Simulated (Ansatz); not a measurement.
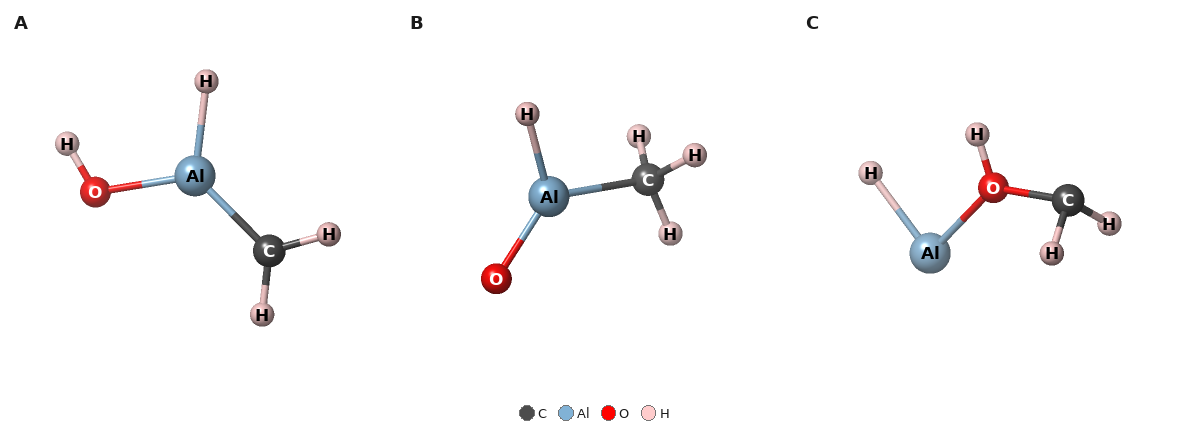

3 stationary structures of one formula. State: charge −1, singlet. Geometries: PBE-D4/def2-SVPD. Electronic energies: PBE-D4/def2-SVPD (Ansatz 0.2.0), without zero-point energy. No frequency run is at hand to confirm each as a minimum. Each is one conformer, not always the lowest.

Question: Which structure is the most stable?

Answer: B is lowest; A lies 12.7 kcal/mol above it (Cs), C lies 82.5 kcal/mol above it.
